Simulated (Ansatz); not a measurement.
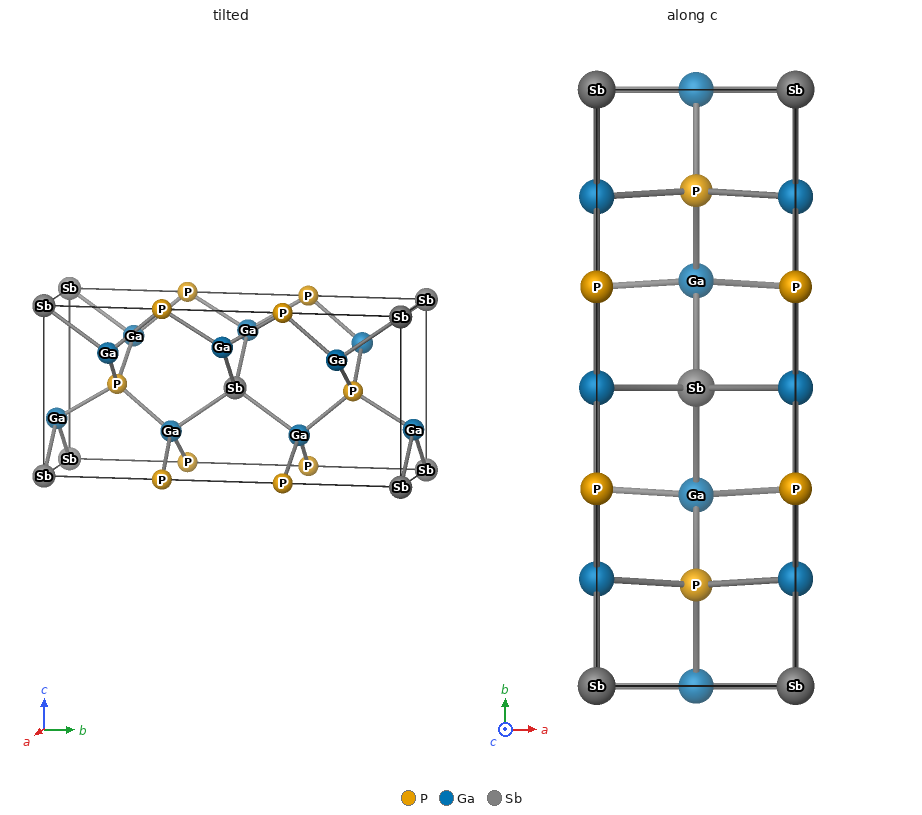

We look at a ball-and-stick model of the crystal slightly off an axis and along the c axis. One conventional unit cell is framed, with atoms on its boundary repeated.

Ga$_{3}$SbP$_{2}$, space group Imm2 (No. 44), a = 4.009 Å, b = 12.026 Å, c = 5.674 Å, α = 90.00°, β = 90.00°, γ = 90.00°. It goes back to a structure type filled with these elements by a generator (whether the compound takes this form wasn't checked). Earlier steps of the study, as a rule a relaxation of our own, may have changed the cell and positions, so they can lie some per cent off the listed ones. It was the input of a calculation with Ansatz.

This one geometry was computed with Ansatz (DFT, plane waves, PAW) at five levels of theory: PBE, PBE with spin-orbit coupling, PBE0, HSE06 and r2SCAN. It was relaxed beforehand with r2SCAN.

Q: Which level gives the highest pressure at this volume, and what does that say about its equilibrium volume?

A: Highest: PBE (2.2 GPa) and PBE with spin-orbit coupling (2.2 GPa), which points to the largest equilibrium volume. Lowest, with the smallest volume: PBE0 (0.2 GPa), HSE06 (0.4 GPa) and r2SCAN (0.0 GPa). Levels within 0.5 GPa of each other can't be told apart.

Q: How does the band gap change with the level of theory?

A: PBE with spin-orbit coupling: a gap of 0.60 eV, direct; PBE: a gap of 0.65 eV, direct; r2SCAN: a gap of 1.03 eV, indirect; HSE06: a gap of 1.44 eV, indirect; PBE0: a gap of 2.09 eV, indirect.

Q: Collect the results in a table.

A:
| level | cutoff (eV) | k-mesh of the run's cell | gap (eV) | pressure (GPa) |
| --- | --- | --- | --- | --- |
| PBE | 420 | 8×8×8 | 0.65 | 2.2 |
| PBE with spin-orbit coupling | 420 | 8×8×8 | 0.60 | 2.2 |
| PBE0 | 420 | 4×4×4 | 2.09 | 0.2 |
| HSE06 | 420 | 4×4×4 | 1.44 | 0.4 |
| r2SCAN | 500 | 8×8×8 | 1.03 | 0.0 |

Gaps are taken on the k-mesh or band path of each run.
